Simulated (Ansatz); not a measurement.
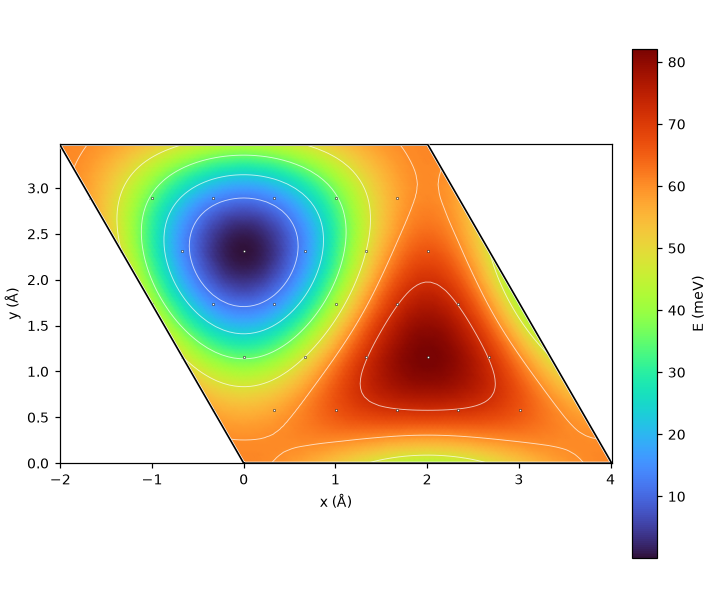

Energy landscape of N₂ on a GaAs(111) slab cut from the F-43m phase, its upper half relaxed before the scan (16 atoms of substrate and one adsorbate in a 2 × 2 cell). 
- N2 is moved over the surface cell at a fixed height above a rigid substrate; the origin of the map has the adsorbate above Ga13; the height is held at 2.90 Å.
- Places are given modulo a cell vector. The map is drawn in real space over the plane of the surface.
- The grid has 6 × 6 points; 10 points were computed and 26 follow by symmetry.
- Places are given in fractions of the 1 × 1 surface cell.
- All energies are given in meV relative to the lowest grid point.
- At a fixed height the lowest place need not be the adsorption site.
- Computed with Ansatz 0.2.0, DFT PBE+D3(BJ), scalar-relativistic, plane waves, PAW. Settings: cutoff 420 eV, k-mesh 6×6×1, gaussian smearing 0.05 eV, no spin polarisation.

In the figure: a smooth colour map with a few white contour lines, dots at the grid points, the outline of one cell of the plane. Between grid points the surface is interpolated. 

### Summarise what can be read from the map.

The lowest grid point is at a threefold hollow, (2/6, 4/6) of the cell vectors. The highest grid point, a threefold hollow over a second-layer As atom, (4/6, 2/6) of the cell vectors, lies 82 meV above the lowest. On the interpolated surface the easiest way out of the lowest well to its copy in the next cell or period passes a barrier of about 60 meV.

Grid values (meV):

```tsv
second ↓, first →	0/6	1/6	2/6	3/6	4/6	5/6
5/6	57	35	15	15	35	57
4/6	48	15	0	15	48	66
3/6	43	15	15	43	72	72
2/6	48	35	48	72	82	72
1/6	57	57	66	72	72	66
0/6	61	57	48	43	48	57
```

The input of one point:

```yaml
crystal:
  lattice:
    - [8.0267120225, 0.0, 0.0]
    - [-4.0133560112, 6.9513365203, 0.0]
    - [0.0, 0.0, 22.6407100769]
  atoms:
    - { symbol: As, position: [0.0, 0.0, 0.1766729041] }
    - { symbol: As, position: [0.0, 0.5, 0.1766729041] }
    - { symbol: As, position: [0.5, 0.0, 0.1766729041] }
    - { symbol: As, position: [0.5, 0.5, 0.1766729041] }
    - { symbol: Ga, position: [0.1666666667, 0.3333333333, 0.2128565248] }
    - { symbol: Ga, position: [0.1666666667, 0.8333333333, 0.2128565248] }
    - { symbol: Ga, position: [0.6666666667, 0.3333333333, 0.2128565248] }
    - { symbol: Ga, position: [0.6666666667, 0.8333333333, 0.2128565248] }
    - { symbol: As, position: [0.1666666667, 0.3333333333, 0.3302634061] }
    - { symbol: As, position: [0.1666666667, 0.8333333333, 0.3302634061] }
    - { symbol: As, position: [0.6666666667, 0.3333333333, 0.3302634061] }
    - { symbol: As, position: [0.6666666667, 0.8333333333, 0.3302634061] }
    - { symbol: Ga, position: [0.3333333333, 0.1666666667, 0.3595607227] }
    - { symbol: Ga, position: [0.3333333333, 0.6666666667, 0.3595607227] }
    - { symbol: Ga, position: [0.8333333333, 0.1666666667, 0.3595607227] }
    - { symbol: Ga, position: [0.8333333333, 0.6666666667, 0.3595607227] }
    - { symbol: "N", position: [0.5, 0.5, 0.4876485781] }
    - { symbol: "N", position: [0.5, 0.5, 0.5362336268] }
basis:
  ecutwfc: 420
kpoints:
  mp_grid: { grid: [6, 6, 1] }
hamiltonian:
  xc: pbe
  dispersion: d3bj
scf:
  occupations: { method: gaussian, width: 0.05 }
output:
  forces: true
  eigenvalues: true
efield:
  axis: 3
  dipole_correction: true
  ramp_width: 0.04
```

The whole map (10 points run) took 22 min on 4 threads of Arm Neoverse N1 (shared host).
